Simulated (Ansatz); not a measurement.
## Run report: HfSiH6Cl2O2, frequency calculation

- system: HfSiH6Cl2O2
- method: RKS B3LYP-D4/def2-SVP (Ansatz 0.2.0)

It belongs to a series of runs on one base structure; here: vibrations at the highest image of the band.

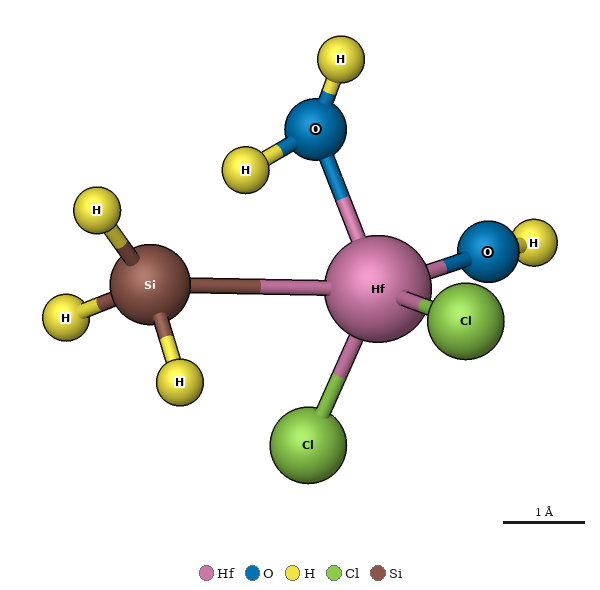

*The structure as given in the input (ball-and-stick view, seen at a tilt). Sticks mark near contacts.*

**Input file**
```yaml
crystal:
  periodic: [false, false, false]
  atoms:
    - { symbol: Hf, position_ang: [0.009709, 0.119492, -0.020736] }
    - { symbol: O, position_ang: [-0.362443, 0.166166, 2.079728] }
    - { symbol: H, position_ang: [-1.14927, 0.188133, 2.646664] }
    - { symbol: Cl, position_ang: [2.051782, -0.233063, -1.167605] }
    - { symbol: Cl, position_ang: [-1.458641, 1.597671, -1.119483] }
    - { symbol: O, position_ang: [-0.783942, -1.61023, -0.182733] }
    - { symbol: H, position_ang: [-0.970806, -2.545946, -0.291816] }
    - { symbol: Si, position_ang: [1.690687, 2.334473, 1.317148] }
    - { symbol: H, position_ang: [3.098337, 1.903153, 1.582015] }
    - { symbol: H, position_ang: [1.687672, 3.057999, 0.001577] }
    - { symbol: H, position_ang: [1.350941, 3.378083, 2.344722] }
    - { symbol: H, position_ang: [0.338677, 1.077569, 2.02172] }
basis:
  gaussian: { orbitals: def2-SVP }
hamiltonian:
  xc: b3lyp
  dispersion: d4
phonons: {}
```

Hardware: 4 threads of Intel Xeon (Granite Rapids), 32 GiB of memory available, shared host.

Launched with:
```bash
ansatz run input.yaml --threads 4 --pin off --max-ram 5120MiB --backend cpu --events-out ev --progress --plain --runs-dir out
```

**Output**
```
Engine: ansatz 0.2.0, x86_64-unknown-linux-gnu
Functional definition: B3LYP
  parameter a0 = 0.2
  parameter ax = 0.72
  parameter ac = 0.81
  exchange = (1 - a0 - ax)*slater_x + ax*b88_x + a0*exact_x
  correlation = (1 - ac)*vwn_rpa_c + ac*lyp_c
1470 factors; integrals over basis functions are off by at most 3.5e-4 eV
mean field evaluation 1: about -38405.6843 eV, gradient 7.4e1 eV
mean field evaluation 2: about -38329.8950 eV, gradient 2.1e2 eV
mean field evaluation 4: about -38415.1609 eV, gradient 1.5e1 eV
mean field evaluation 8: about -38415.6289 eV, gradient 6.7e-1 eV
mean field evaluation 16: about -38415.6301 eV, gradient 1.0e-4 eV
mean field -38415.63010571 eV, -1411.7483673355 hartree, gradient 2.3e-5 eV, S^2 0.000000; 0 other end points of the search recorded, 0 dependent functions left out
the calculation of the forces begins
reference -38415.63048270 eV, -1411.7483811896 hartree; 41, 41 occupied and 103, 103 virtual orbitals, 1470 factors
these checks for a lower state are left out or cut short: stability, starts, cluster_reference, orbital_swaps, neighbouring_geometries, increment
1470 factors; integrals over basis functions are off by at most 3.5e-4 eV
mean field -38415.63017160 eV, -1411.7483697568 hartree, gradient 9.9e-7 eV, S^2 0.000000; 0 other end points of the search recorded, 0 dependent functions left out
[... from here on the field's lines of each further geometry are left out, up to the last ...]
the calculation of the forces begins
reference -38415.63022657 eV, -1411.7483717771 hartree; 41, 41 occupied and 103, 103 virtual orbitals, 1470 factors
these checks for a lower state are left out or cut short: stability, starts, cluster_reference, orbital_swaps, neighbouring_geometries, increment
1470 factors; integrals over basis functions are off by at most 3.5e-4 eV
mean field -38415.63033744 eV, -1411.7483758513 hartree, gradient 2.4e-6 eV, S^2 0.000000; 0 other end points of the search recorded, 0 dependent functions left out
the calculation of the forces begins
reference -38415.63071442 eV, -1411.7483897052 hartree; 41, 41 occupied and 103, 103 virtual orbitals, 1470 factors
WARN: phonons: modes at or below zero, which the zero-point energy, F, S and C_V leave out: 1, the lowest at -982.16 cm⁻¹. A minimum has none, and a first-order saddle one
Total energy: -38416.15076095 eV, -1411.7675010626 hartree
Atom 0 at     0.009709     0.119492    -0.020736 Å, force    -0.004514    -0.003222    -0.001031 eV/Å
Atom 1 at    -0.362443     0.166166     2.079728 Å, force    -0.002427     0.006528     0.002017 eV/Å
Atom 2 at    -1.149270     0.188133     2.646664 Å, force    -0.000765    -0.005963     0.001055 eV/Å
Atom 3 at     2.051782    -0.233063    -1.167605 Å, force     0.000754     0.000694    -0.002007 eV/Å
Atom 4 at    -1.458641     1.597671    -1.119483 Å, force    -0.001982     0.001922     0.000282 eV/Å
Atom 5 at    -0.783942    -1.610230    -0.182733 Å, force     0.012283     0.000447    -0.005571 eV/Å
Atom 6 at    -0.970806    -2.545946    -0.291816 Å, force    -0.009005    -0.002409     0.003693 eV/Å
Atom 7 at     1.690687     2.334473     1.317148 Å, force    -0.005810     0.003496    -0.000507 eV/Å
Atom 8 at     3.098337     1.903153     1.582015 Å, force     0.001402    -0.001608     0.003426 eV/Å
Atom 9 at     1.687672     3.057999     0.001577 Å, force     0.002892    -0.001880     0.003097 eV/Å
Atom 10 at     1.350941     3.378083     2.344722 Å, force     0.000036     0.000968    -0.003905 eV/Å
Atom 11 at     0.338677     1.077569     2.021720 Å, force     0.007137     0.001026    -0.000551 eV/Å
Dipole moment:    -0.688723    -0.711208     0.516668 e Å
Vibrations: -982.16 28.67 83.45 95.22 109.56 142.43 152.56 154.85 177.15 266.99 301.65 330.34 333.40 337.14 365.61 381.59 384.60 523.78 628.11 711.77 877.82 933.20 945.37 1007.67 1665.74 2157.02 2167.16 2198.06 3783.70 3938.78 cm⁻¹, zero-point energy 1.561171 eV
```

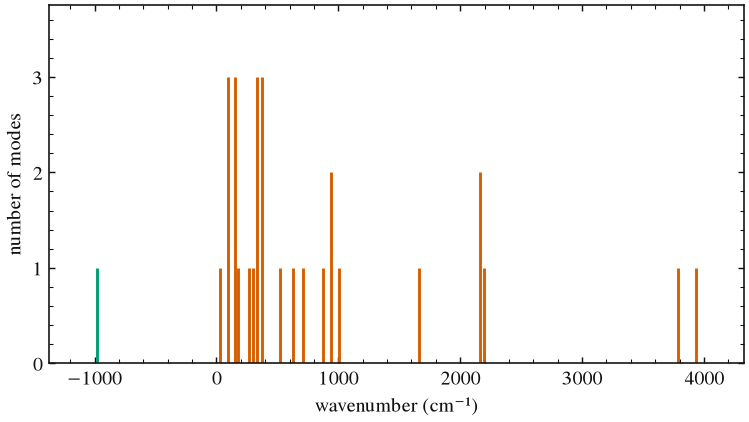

*Harmonic vibrational wavenumbers from the force constants; neighbouring modes closer than 22 cm⁻¹ are counted in one stick, and imaginary ones are drawn at negative wavenumbers.*

30 modes from 982i to 3939 cm⁻¹, 1 imaginary beyond 8i (982i cm⁻¹): a first-order saddle point, if the geometry is stationary.

**Key numbers**

```tsv
quantity	value
outcome	converged
total energy	−38416.1508 eV
mean-field energy	−38415.6305 eV
largest force (length of the vector)	0.013 eV/Å
wall time	2 min (CPU time 7.3 min)
peak memory	0.47 GiB
```
